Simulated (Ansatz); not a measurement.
Results of Hartree–Fock (plane waves, PAW; Ansatz, a first-principles code) for CsCl-type PdIn.

Numerical settings: plane-wave cutoff 460 eV, 8×8×8 k mesh, Fermi–Dirac smearing 0.05 eV, scalar-relativistic PAW data made under PBE.

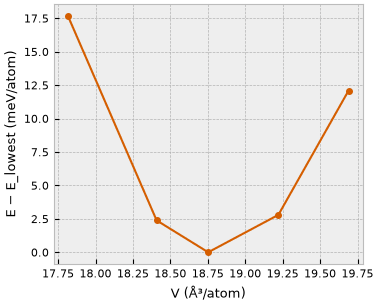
Fig. 1. Total energy against volume

Problem. From the curve, estimate the equilibrium volume and the bulk modulus.

Solution. V0 ≈ 18.8 Å³/atom and B0 ≈ 100 GPa; the fit gives V0 = 18.790 Å³/atom, B0 = 100 GPa, B′ = 5.6.

Spin–orbit coupling is not included.

The computed numbers hold no vibrational or temperature effects.

The result took around 40 core-minutes (rough).
